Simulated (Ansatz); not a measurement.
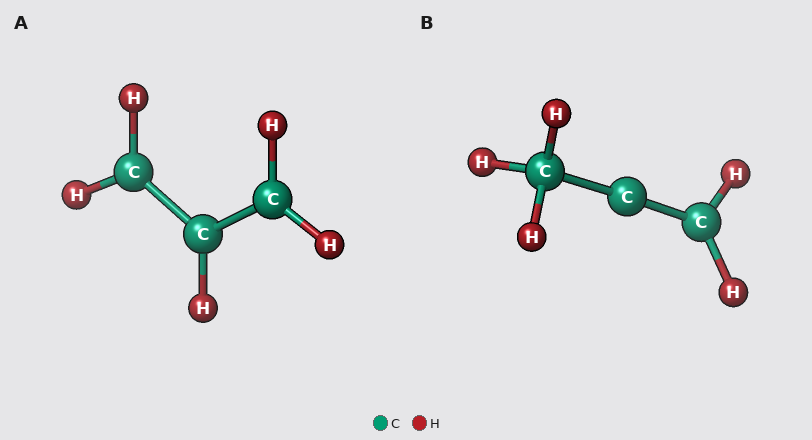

2 stationary structures of one formula. Charge +1, singlet. Geometries: PBE0-D4/def2-TZVP. Electronic energies: ωB97M-V/def2-TZVPP (Ansatz 0.2.0), without zero-point energy. No frequency run is at hand to confirm each as a minimum. Each is one conformer, not always the lowest.

**Which structure is the most stable?**

A is lowest (C2v); B lies 7.3 kcal/mol above it (Cs).
